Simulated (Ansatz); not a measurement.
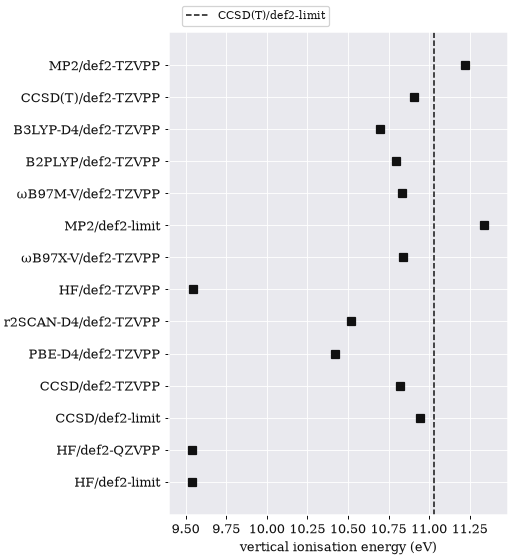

Vertical ionisation energy of BSiNH₆, SMILES BN[SiH3], taken as the energy of the cation less that of the neutral at fixed geometry (unrestricted doublet cation, cores frozen in correlated methods, no spin-orbit coupling), the Ansatz code 0.2.0, at a PBE0-D4/def2-TZVP geometry (a minimum by its frequencies). Limit means an estimate of the basis limit from triple and quadruple zeta; for coupled cluster it is either extrapolated directly or built as the MP2 limit plus the step from MP2 in triple zeta. B2PLYP/def2-TZVPP holds a correlation term that converges slowly with the basis, so part of the distance to the limit is basis error. The distance of MP2/def2-TZVPP, CCSD(T)/def2-TZVPP and CCSD/def2-TZVPP to the limit includes basis error.

Which level comes closest to the line (CCSD(T)/def2-limit), and which misses most?

Closest CCSD/def2-limit (10.94 eV), against 11.03 eV; farthest HF/def2-limit (9.54 eV).

Give the values.

| level | eV | less CCSD(T)/def2-limit |
| --- | --- | --- |
| MP2/def2-TZVPP | 11.22 | 0.19 |
| CCSD(T)/def2-TZVPP | 10.91 | −0.12 |
| B3LYP-D4/def2-TZVPP | 10.70 | −0.33 |
| B2PLYP/def2-TZVPP | 10.80 | −0.23 |
| ωB97M-V/def2-TZVPP | 10.84 | −0.19 |
| MP2/def2-limit | 11.34 | 0.31 |
| ωB97X-V/def2-TZVPP | 10.84 | −0.19 |
| HF/def2-TZVPP | 9.55 | −1.48 |
| r2SCAN-D4/def2-TZVPP | 10.52 | −0.51 |
| PBE-D4/def2-TZVPP | 10.42 | −0.61 |
| CCSD/def2-TZVPP | 10.82 | −0.21 |
| CCSD/def2-limit | 10.94 | −0.09 |
| HF/def2-QZVPP | 9.54 | −1.49 |
| HF/def2-limit | 9.54 | −1.49 |
| CCSD(T)/def2-limit | 11.03 | 0.00 |
